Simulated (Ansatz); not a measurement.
## Molecular dynamics of SiPH₆OF (part 1 of 3)

The run: molecular dynamics of SiPH₆OF. Method and program: RKS PBE0-D4/6-31G* (Ansatz 0.2.0).

It belongs to a series of runs on one base structure; here: dynamics from the highest image of the converged band. Figures and captions count atoms from 1; the log counts them from 0 in places.

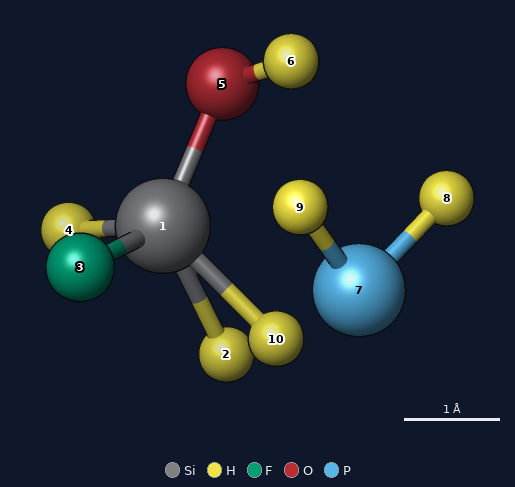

Figure 1. The starting structure (ball-and-stick view, seen at a tilt; atoms are numbered from 1 in the order of the input).

### Results in brief

```json
{"quantity": "outcome", "value": "finished"}
{"quantity": "mean temperature over the second half", "value": "2109 K"}
{"quantity": "trajectory", "value": "199 steps, 99.5 fs"}
{"quantity": "ensemble", "value": "nve"}
{"quantity": "temperature in the input", "value": "300.0 K"}
{"quantity": "time step", "value": "0.5 fs"}
{"quantity": "potential energy (last step)", "value": "−22015.8865 eV"}
{"quantity": "mean-field energy (last step)", "value": "−22015.7473 eV"}
{"quantity": "largest force (length of the vector) (last step)", "value": "4.138 eV/Å"}
{"quantity": "hardware", "value": "1 thread of Arm Neoverse V1, 24 GiB of memory available, shared host"}
{"quantity": "wall time", "value": "12 min"}
{"quantity": "peak memory", "value": "0.15 GiB"}
```

### Remarks

So short a trajectory is not equilibrated.

### Input
```yaml
crystal:
  periodic: [false, false, false]
  atoms:
    - { symbol: Si, position_ang: [0.03505, -0.137599, 0.080726] }
    - { symbol: H, position_ang: [0.036823, 0.213534, 1.748977] }
    - { symbol: F, position_ang: [1.413126, 0.298291, -0.611865] }
    - { symbol: H, position_ang: [-0.772871, 1.096159, -0.020016] }
    - { symbol: O, position_ang: [-1.026338, -1.222209, -0.534014] }
    - { symbol: H, position_ang: [-0.718535, -2.139018, -0.526834] }
    - { symbol: P, position_ang: [1.55363, -2.105604, 1.112784] }
    - { symbol: H, position_ang: [0.538579, -3.104811, 1.145431] }
    - { symbol: H, position_ang: [1.921573, -2.335045, -0.23829] }
    - { symbol: H, position_ang: [0.572562, -0.581199, 1.612199] }
basis:
  gaussian: { orbitals: "6-31G*" }
hamiltonian:
  xc: pbe0
  dispersion: d4
md:
  timestep: 0.5
  n_steps: 199
  ensemble: nve
  temperature: 300.0
  initial_velocities: maxwell_boltzmann
  seed: 5980
```

Launch command:
```bash
ansatz run input.yaml --threads 1 --pin off --max-ram 2048MiB --backend cpu --events-out ev --progress --plain --runs-dir out
```

### What the program printed
```
Engine: ansatz 0.2.0, aarch64-unknown-linux-gnu
Functional definition: PBE0
  parameter a = 0.25
  parameter kappa = 0.804
  parameter beta = 0.06672455060314922
  exchange = (1 - a)*pbe_x(kappa = kappa, mu = beta*pi^2/3) + a*exact_x
  correlation = pbe_c(beta = beta)
822 factors; integrals over basis functions are off by at most 5.9e-4 eV
mean field evaluation 1: about -22009.7944 eV, gradient 5.1e1 eV
mean field evaluation 2: about -22002.2568 eV, gradient 8.3e1 eV
mean field evaluation 4: about -22014.2556 eV, gradient 3.3e0 eV
mean field evaluation 8: about -22014.2988 eV, gradient 5.0e-2 eV
mean field -22014.29878732 eV, -809.0105586064 hartree, gradient 4.1e-5 eV, S^2 0.000000; 0 other end points of the search recorded, 0 dependent functions left out
the calculation of the forces begins
reference -22014.29881452 eV, -809.0105596058 hartree; 26, 26 occupied and 54, 54 virtual orbitals, 822 factors
md step     0: t =     0.00 fs  T =   300.0 K  F+E_penalty+E_count = -22014.47709711 eV  E_kin = 0.310224 eV  conserved = -22014.16687311 eV  (26 SCF iters)
these checks for a lower state are left out or cut short: starts, cluster_reference, orbital_swaps, neighbouring_geometries, increment
822 factors; integrals over basis functions are off by at most 5.7e-4 eV
mean field evaluation 16: about -22014.2680 eV, gradient 9.5e-1 eV
mean field -22014.29185423 eV, -809.0103038201 hartree, gradient 1.1e-5 eV, S^2 0.000000; 0 other end points of the search recorded, 0 dependent functions left out
the calculation of the forces begins
reference -22014.29188144 eV, -809.0103048201 hartree; 26, 26 occupied and 54, 54 virtual orbitals, 822 factors
md step     1: t =     0.50 fs  T =   293.6 K  F+E_penalty+E_count = -22014.47024387 eV  E_kin = 0.303580 eV  conserved = -22014.16666383 eV  (31 SCF iters, 3 dispersion substeps)
[... from here on the SCF iterations and repeated set-up lines of each step are left out, up to the last step ...]
md step     2: t =     1.00 fs  T =   276.2 K  F+E_penalty+E_count = -22014.45186076 eV  E_kin = 0.285567 eV  conserved = -22014.16629408 eV  (30 SCF iters, 3 dispersion substeps)
md step     3: t =     1.50 fs  T =   253.0 K  F+E_penalty+E_count = -22014.42747874 eV  E_kin = 0.261578 eV  conserved = -22014.16590057 eV  (31 SCF iters, 3 dispersion substeps)
md step     4: t =     2.00 fs  T =   229.7 K  F+E_penalty+E_count = -22014.40313429 eV  E_kin = 0.237544 eV  conserved = -22014.16559038 eV  (31 SCF iters, 3 dispersion substeps)
md step     5: t =     2.50 fs  T =   211.0 K  F+E_penalty+E_count = -22014.38363686 eV  E_kin = 0.218211 eV  conserved = -22014.16542595 eV  (26 SCF iters, 3 dispersion substeps)
md step     6: t =     3.00 fs  T =   199.3 K  F+E_penalty+E_count = -22014.37154005 eV  E_kin = 0.206117 eV  conserved = -22014.16542354 eV  (30 SCF iters, 3 dispersion substeps)
md step     7: t =     3.50 fs  T =   194.7 K  F+E_penalty+E_count = -22014.36687414 eV  E_kin = 0.201321 eV  conserved = -22014.16555313 eV  (31 SCF iters, 3 dispersion substeps)
md step     8: t =     4.00 fs  T =   195.2 K  F+E_penalty+E_count = -22014.36764174 eV  E_kin = 0.201902 eV  conserved = -22014.16573980 eV  (30 SCF iters, 3 dispersion substeps)
md step     9: t =     4.50 fs  T =   198.4 K  F+E_penalty+E_count = -22014.37104267 eV  E_kin = 0.205169 eV  conserved = -22014.16587337 eV  (29 SCF iters, 3 dispersion substeps)
md step    10: t =     5.00 fs  T =   202.4 K  F+E_penalty+E_count = -22014.37519669 eV  E_kin = 0.209345 eV  conserved = -22014.16585159 eV  (29 SCF iters, 3 dispersion substeps)
md step    11: t =     5.50 fs  T =   207.9 K  F+E_penalty+E_count = -22014.38066431 eV  E_kin = 0.215011 eV  conserved = -22014.16565283 eV  (30 SCF iters, 3 dispersion substeps)
md step    12: t =     6.00 fs  T =   217.9 K  F+E_penalty+E_count = -22014.39067195 eV  E_kin = 0.225281 eV  conserved = -22014.16539094 eV  (29 SCF iters, 3 dispersion substeps)
md step    13: t =     6.50 fs  T =   236.0 K  F+E_penalty+E_count = -22014.40932382 eV  E_kin = 0.244059 eV  conserved = -22014.16526511 eV  (29 SCF iters, 3 dispersion substeps)
md step    14: t =     7.00 fs  T =   264.2 K  F+E_penalty+E_count = -22014.43862885 eV  E_kin = 0.273228 eV  conserved = -22014.16540078 eV  (29 SCF iters, 3 dispersion substeps)
md step    15: t =     7.50 fs  T =   300.7 K  F+E_penalty+E_count = -22014.47667727 eV  E_kin = 0.310953 eV  conserved = -22014.16572446 eV  (30 SCF iters, 3 dispersion substeps)
md step    16: t =     8.00 fs  T =   341.1 K  F+E_penalty+E_count = -22014.51873760 eV  E_kin = 0.352719 eV  conserved = -22014.16601898 eV  (30 SCF iters, 3 dispersion substeps)
md step    17: t =     8.50 fs  T =   381.4 K  F+E_penalty+E_count = -22014.56048986 eV  E_kin = 0.394394 eV  conserved = -22014.16609635 eV  (27 SCF iters, 3 dispersion substeps)
md step    18: t =     9.00 fs  T =   420.6 K  F+E_penalty+E_count = -22014.60087335 eV  E_kin = 0.434953 eV  conserved = -22014.16592037 eV  (30 SCF iters, 3 dispersion substeps)
md step    19: t =     9.50 fs  T =   461.4 K  F+E_penalty+E_count = -22014.64273454 eV  E_kin = 0.477143 eV  conserved = -22014.16559146 eV  (29 SCF iters, 3 dispersion substeps)
md step    20: t =    10.00 fs  T =   508.8 K  F+E_penalty+E_count = -22014.69135742 eV  E_kin = 0.526090 eV  conserved = -22014.16526726 eV  (29 SCF iters, 3 dispersion substeps)
md step    21: t =    10.50 fs  T =   567.6 K  F+E_penalty+E_count = -22014.75203680 eV  E_kin = 0.586950 eV  conserved = -22014.16508662 eV  (29 SCF iters, 3 dispersion substeps)
md step    22: t =    11.00 fs  T =   640.9 K  F+E_penalty+E_count = -22014.82785893 eV  E_kin = 0.662728 eV  conserved = -22014.16513054 eV  (29 SCF iters, 3 dispersion substeps)
md step    23: t =    11.50 fs  T =   728.1 K  F+E_penalty+E_count = -22014.91836603 eV  E_kin = 0.752959 eV  conserved = -22014.16540749 eV  (29 SCF iters, 3 dispersion substeps)
md step    24: t =    12.00 fs  T =   825.4 K  F+E_penalty+E_count = -22015.01936656 eV  E_kin = 0.853511 eV  conserved = -22014.16585527 eV  (30 SCF iters, 3 dispersion substeps)
md step    25: t =    12.50 fs  T =   926.0 K  F+E_penalty+E_count = -22015.12389599 eV  E_kin = 0.957542 eV  conserved = -22014.16635417 eV  (29 SCF iters, 3 dispersion substeps)
md step    26: t =    13.00 fs  T =  1022.6 K  F+E_penalty+E_count = -22015.22414986 eV  E_kin = 1.057401 eV  conserved = -22014.16674894 eV  (30 SCF iters, 3 dispersion substeps)
md step    27: t =    13.50 fs  T =  1109.3 K  F+E_penalty+E_count = -22015.31397009 eV  E_kin = 1.147072 eV  conserved = -22014.16689832 eV  (29 SCF iters, 3 dispersion substeps)
md step    28: t =    14.00 fs  T =  1184.0 K  F+E_penalty+E_count = -22015.39105294 eV  E_kin = 1.224305 eV  conserved = -22014.16674763 eV  (29 SCF iters, 3 dispersion substeps)
md step    29: t =    14.50 fs  T =  1248.8 K  F+E_penalty+E_count = -22015.45772797 eV  E_kin = 1.291337 eV  conserved = -22014.16639056 eV  (29 SCF iters, 3 dispersion substeps)
md step    30: t =    15.00 fs  T =  1308.8 K  F+E_penalty+E_count = -22015.51943959 eV  E_kin = 1.353392 eV  conserved = -22014.16604717 eV  (29 SCF iters, 3 dispersion substeps)
md step    31: t =    15.50 fs  T =  1368.8 K  F+E_penalty+E_count = -22015.58139455 eV  E_kin = 1.415474 eV  conserved = -22014.16592046 eV  (29 SCF iters, 3 dispersion substeps)
md step    32: t =    16.00 fs  T =  1430.7 K  F+E_penalty+E_count = -22015.64552959 eV  E_kin = 1.479490 eV  conserved = -22014.16603933 eV  (29 SCF iters, 3 dispersion substeps)
md step    33: t =    16.50 fs  T =  1492.9 K  F+E_penalty+E_count = -22015.71004945 eV  E_kin = 1.543798 eV  conserved = -22014.16625160 eV  (29 SCF iters, 3 dispersion substeps)
md step    34: t =    17.00 fs  T =  1552.4 K  F+E_penalty+E_count = -22015.77163918 eV  E_kin = 1.605268 eV  conserved = -22014.16637136 eV  (29 SCF iters, 3 dispersion substeps)
md step    35: t =    17.50 fs  T =  1607.2 K  F+E_penalty+E_count = -22015.82826735 eV  E_kin = 1.661952 eV  conserved = -22014.16631517 eV  (29 SCF iters, 3 dispersion substeps)
md step    36: t =    18.00 fs  T =  1657.9 K  F+E_penalty+E_count = -22015.88053930 eV  E_kin = 1.714415 eV  conserved = -22014.16612410 eV  (26 SCF iters, 3 dispersion substeps)
md step    37: t =    18.50 fs  T =  1707.1 K  F+E_penalty+E_count = -22015.93117518 eV  E_kin = 1.765274 eV  conserved = -22014.16590145 eV  (29 SCF iters, 3 dispersion substeps)
md step    38: t =    19.00 fs  T =  1757.8 K  F+E_penalty+E_count = -22015.98345963 eV  E_kin = 1.817707 eV  conserved = -22014.16575286 eV  (29 SCF iters, 3 dispersion substeps)
md step    39: t =    19.50 fs  T =  1812.1 K  F+E_penalty+E_count = -22016.03963050 eV  E_kin = 1.873894 eV  conserved = -22014.16573608 eV  (29 SCF iters, 3 dispersion substeps)
md step    40: t =    20.00 fs  T =  1870.2 K  F+E_penalty+E_count = -22016.09985216 eV  E_kin = 1.933980 eV  conserved = -22014.16587189 eV  (29 SCF iters, 3 dispersion substeps)
md step    41: t =    20.50 fs  T =  1930.0 K  F+E_penalty+E_count = -22016.16190965 eV  E_kin = 1.995779 eV  conserved = -22014.16613070 eV  (29 SCF iters, 3 dispersion substeps)
md step    42: t =    21.00 fs  T =  1987.5 K  F+E_penalty+E_count = -22016.22170040 eV  E_kin = 2.055263 eV  conserved = -22014.16643775 eV  (29 SCF iters, 3 dispersion substeps)
md step    43: t =    21.50 fs  T =  2038.3 K  F+E_penalty+E_count = -22016.27446318 eV  E_kin = 2.107785 eV  conserved = -22014.16667819 eV  (29 SCF iters, 3 dispersion substeps)
md step    44: t =    22.00 fs  T =  2079.0 K  F+E_penalty+E_count = -22016.31659963 eV  E_kin = 2.149874 eV  conserved = -22014.16672553 eV  (29 SCF iters, 3 dispersion substeps)
md step    45: t =    22.50 fs  T =  2109.2 K  F+E_penalty+E_count = -22016.34761296 eV  E_kin = 2.181112 eV  conserved = -22014.16650058 eV  (29 SCF iters, 3 dispersion substeps)
md step    46: t =    23.00 fs  T =  2132.5 K  F+E_penalty+E_count = -22016.37122579 eV  E_kin = 2.205179 eV  conserved = -22014.16604688 eV  (29 SCF iters, 3 dispersion substeps)
md step    47: t =    23.50 fs  T =  2155.5 K  F+E_penalty+E_count = -22016.39456734 eV  E_kin = 2.229006 eV  conserved = -22014.16556182 eV  (29 SCF iters, 3 dispersion substeps)
md step    48: t =    24.00 fs  T =  2185.3 K  F+E_penalty+E_count = -22016.42511443 eV  E_kin = 2.259814 eV  conserved = -22014.16529997 eV  (29 SCF iters, 3 dispersion substeps)
md step    49: t =    24.50 fs  T =  2225.6 K  F+E_penalty+E_count = -22016.46687041 eV  E_kin = 2.301476 eV  conserved = -22014.16539464 eV  (30 SCF iters, 3 dispersion substeps)
md step    50: t =    25.00 fs  T =  2275.1 K  F+E_penalty+E_count = -22016.51839283 eV  E_kin = 2.352633 eV  conserved = -22014.16575938 eV  (30 SCF iters, 3 dispersion substeps)
md step    51: t =    25.50 fs  T =  2328.5 K  F+E_penalty+E_count = -22016.57407593 eV  E_kin = 2.407904 eV  conserved = -22014.16617168 eV  (29 SCF iters, 3 dispersion substeps)
md step    52: t =    26.00 fs  T =  2379.9 K  F+E_penalty+E_count = -22016.62748303 eV  E_kin = 2.461041 eV  conserved = -22014.16644249 eV  (29 SCF iters, 3 dispersion substeps)
md step    53: t =    26.50 fs  T =  2425.1 K  F+E_penalty+E_count = -22016.67426550 eV  E_kin = 2.507753 eV  conserved = -22014.16651273 eV  (30 SCF iters, 3 dispersion substeps)
md step    54: t =    27.00 fs  T =  2462.8 K  F+E_penalty+E_count = -22016.71319787 eV  E_kin = 2.546774 eV  conserved = -22014.16642436 eV  (25 SCF iters, 3 dispersion substeps)
md step    55: t =    27.50 fs  T =  2494.3 K  F+E_penalty+E_count = -22016.74555981 eV  E_kin = 2.579293 eV  conserved = -22014.16626677 eV  (30 SCF iters, 3 dispersion substeps)
md step    56: t =    28.00 fs  T =  2521.7 K  F+E_penalty+E_count = -22016.77377923 eV  E_kin = 2.607658 eV  conserved = -22014.16612113 eV  (30 SCF iters, 3 dispersion substeps)
md step    57: t =    28.50 fs  T =  2547.3 K  F+E_penalty+E_count = -22016.80013833 eV  E_kin = 2.634096 eV  conserved = -22014.16604205 eV  (29 SCF iters, 3 dispersion substeps)
md step    58: t =    29.00 fs  T =  2572.2 K  F+E_penalty+E_count = -22016.82587536 eV  E_kin = 2.659820 eV  conserved = -22014.16605506 eV  (29 SCF iters, 3 dispersion substeps)
md step    59: t =    29.50 fs  T =  2596.2 K  F+E_penalty+E_count = -22016.85077953 eV  E_kin = 2.684628 eV  conserved = -22014.16615175 eV  (29 SCF iters, 3 dispersion substeps)
md step    60: t =    30.00 fs  T =  2617.9 K  F+E_penalty+E_count = -22016.87335210 eV  E_kin = 2.707068 eV  conserved = -22014.16628383 eV  (29 SCF iters, 3 dispersion substeps)
md step    61: t =    30.50 fs  T =  2635.4 K  F+E_penalty+E_count = -22016.89159148 eV  E_kin = 2.725223 eV  conserved = -22014.16636885 eV  (30 SCF iters, 3 dispersion substeps)
md step    62: t =    31.00 fs  T =  2647.7 K  F+E_penalty+E_count = -22016.90428139 eV  E_kin = 2.737960 eV  conserved = -22014.16632111 eV  (30 SCF iters, 3 dispersion substeps)
md step    63: t =    31.50 fs  T =  2655.6 K  F+E_penalty+E_count = -22016.91226640 eV  E_kin = 2.746152 eV  conserved = -22014.16611446 eV  (29 SCF iters, 3 dispersion substeps)
md step    64: t =    32.00 fs  T =  2662.2 K  F+E_penalty+E_count = -22016.91876124 eV  E_kin = 2.752920 eV  conserved = -22014.16584137 eV  (29 SCF iters, 3 dispersion substeps)
md step    65: t =    32.50 fs  T =  2671.2 K  F+E_penalty+E_count = -22016.92788158 eV  E_kin = 2.762188 eV  conserved = -22014.16569340 eV  (29 SCF iters, 3 dispersion substeps)
md step    66: t =    33.00 fs  T =  2684.5 K  F+E_penalty+E_count = -22016.94180573 eV  E_kin = 2.775982 eV  conserved = -22014.16582338 eV  (29 SCF iters, 3 dispersion substeps)
md step    67: t =    33.50 fs  T =  2700.3 K  F+E_penalty+E_count = -22016.95856465 eV  E_kin = 2.792358 eV  conserved = -22014.16620692 eV  (30 SCF iters, 3 dispersion substeps)
md step    68: t =    34.00 fs  T =  2713.3 K  F+E_penalty+E_count = -22016.97242303 eV  E_kin = 2.805768 eV  conserved = -22014.16665500 eV  (30 SCF iters, 3 dispersion substeps)
md step    69: t =    34.50 fs  T =  2717.1 K  F+E_penalty+E_count = -22016.97669223 eV  E_kin = 2.809734 eV  conserved = -22014.16695836 eV  (30 SCF iters, 3 dispersion substeps)
md step    70: t =    35.00 fs  T =  2707.6 K  F+E_penalty+E_count = -22016.96688248 eV  E_kin = 2.799867 eV  conserved = -22014.16701560 eV  (30 SCF iters, 3 dispersion substeps)
md step    71: t =    35.50 fs  T =  2684.0 K  F+E_penalty+E_count = -22016.94230578 eV  E_kin = 2.775459 eV  conserved = -22014.16684723 eV  (25 SCF iters, 3 dispersion substeps)
md step    72: t =    36.00 fs  T =  2649.0 K  F+E_penalty+E_count = -22016.90582445 eV  E_kin = 2.739285 eV  conserved = -22014.16653980 eV  (30 SCF iters, 3 dispersion substeps)
md step    73: t =    36.50 fs  T =  2607.4 K  F+E_penalty+E_count = -22016.86250503 eV  E_kin = 2.696309 eV  conserved = -22014.16619613 eV  (29 SCF iters, 3 dispersion substeps)
md step    74: t =    37.00 fs  T =  2564.6 K  F+E_penalty+E_count = -22016.81796022 eV  E_kin = 2.652049 eV  conserved = -22014.16591078 eV  (30 SCF iters, 3 dispersion substeps)
md step    75: t =    37.50 fs  T =  2525.0 K  F+E_penalty+E_count = -22016.77680730 eV  E_kin = 2.611046 eV  conserved = -22014.16576125 eV  (30 SCF iters, 3 dispersion substeps)
md step    76: t =    38.00 fs  T =  2490.8 K  F+E_penalty+E_count = -22016.74144805 eV  E_kin = 2.575658 eV  conserved = -22014.16578956 eV  (29 SCF iters, 3 dispersion substeps)
md step    77: t =    38.50 fs  T =  2461.6 K  F+E_penalty+E_count = -22016.71144204 eV  E_kin = 2.545463 eV  conserved = -22014.16597915 eV  (29 SCF iters, 3 dispersion substeps)
md step    78: t =    39.00 fs  T =  2434.6 K  F+E_penalty+E_count = -22016.68383110 eV  E_kin = 2.517592 eV  conserved = -22014.16623905 eV  (30 SCF iters, 3 dispersion substeps)
md step    79: t =    39.50 fs  T =  2406.2 K  F+E_penalty+E_count = -22016.65460503 eV  E_kin = 2.488182 eV  conserved = -22014.16642336 eV  (30 SCF iters, 3 dispersion substeps)
md step    80: t =    40.00 fs  T =  2373.6 K  F+E_penalty+E_count = -22016.62093479 eV  E_kin = 2.454526 eV  conserved = -22014.16640863 eV  (30 SCF iters, 3 dispersion substeps)
md step    81: t =    40.50 fs  T =  2337.2 K  F+E_penalty+E_count = -22016.58300142 eV  E_kin = 2.416811 eV  conserved = -22014.16619071 eV  (30 SCF iters, 3 dispersion substeps)
md step    82: t =    41.00 fs  T =  2299.7 K  F+E_penalty+E_count = -22016.54397207 eV  E_kin = 2.378047 eV  conserved = -22014.16592484 eV  (30 SCF iters, 3 dispersion substeps)
```
